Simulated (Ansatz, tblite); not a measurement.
Dissociation curve of BeH, doublet.

- ROCCSD(T) = Ansatz (a program for electronic structure) with CCSD(T) on ROHF/aug-cc-pVQZ, frozen core
- UCCSD = CCSD on UHF/aug-cc-pVQZ, frozen core (Ansatz)
- UMP2 = MP2 on UHF/aug-cc-pVQZ, frozen core in Ansatz
- GFN2-xTB, 300 K electronic temperature (tblite)
- ROHF/aug-cc-pVQZ (Ansatz)

Energies are in kJ/mol, each relative to the lowest point of its own curve near equilibrium.

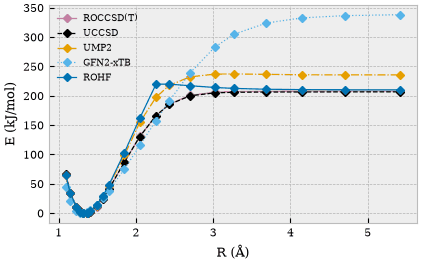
Energy against bond length for each method.

| R / Å | ROCCSD(T) | UCCSD | UMP2 | GFN2-xTB | ROHF |
|---|---|---|---|---|---|
| 1.09 | 66.4 | 66.2 | 64.6 | 44.6 | 65.6 |
| 1.15 | 35.2 | 35.0 | 33.6 | 20.7 | 34.2 |
| 1.23 | 10.8 | 10.7 | 9.7 | 4.5 | 9.8 |
| 1.28 | 3.2 | 3.1 | 2.4 | 0.6 | 2.5 |
| 1.32 | 0.4 | 0.3 | 0.0 | 0.0 | 0.0 |
| 1.36 | 0.0 | 0.0 | 0.1 | 1.2 | 0.1 |
| 1.38 | 0.6 | 0.6 | 0.9 | 2.3 | 1.0 |
| 1.41 | 2.4 | 2.4 | 3.0 | 4.6 | 3.2 |
| 1.49 | 11.3 | 11.4 | 13.1 | 13.5 | 13.7 |
| 1.57 | 24.6 | 24.8 | 27.8 | 25.2 | 29.1 |
| 1.65 | 40.8 | 41.1 | 45.8 | 38.3 | 47.9 |
| 1.85 | 86.6 | 87.0 | 98.8 | 75.0 | 103.1 |
| 2.05 | 130.8 | 130.6 | 154.6 | 115.5 | 162.0 |
| 2.26 | 166.2 | 166.3 | 197.7 | 157.9 | 219.8 |
| 2.43 | 185.6 | 185.2 | 217.7 | 191.0 | 219.9 |
| 2.70 | 200.8 | 199.9 | 232.3 | 238.9 | 217.2 |
| 3.02 | 206.1 | 205.0 | 237.0 | 282.8 | 214.2 |
| 3.27 | 207.2 | 206.0 | 237.3 | 305.0 | 212.6 |
| 3.69 | 207.7 | 206.4 | 236.6 | 324.1 | 211.2 |
| 4.15 | 207.9 | 206.6 | 235.9 | 332.8 | 210.6 |
| 4.70 | 208.1 | 206.7 | 235.7 | 336.7 | 210.3 |
| 5.42 | 208.2 | 206.8 | 235.7 | 338.2 | 210.2 |

At the longest distance, 5.42 Å, GFN2-xTB lies highest above its minimum (338.2 kJ/mol) and UCCSD lowest (206.8 kJ/mol).

The T1 diagnostic of CCSD on the restricted reference of ROCCSD(T) exceeds 0.045 at 1.85 to 2.70 Å. The unrestricted determinant behind UCCSD, UMP2 is spin-contaminated at 2.05 to 5.42 Å (<S²> up to 1.0, against 0.75 for a pure doublet).
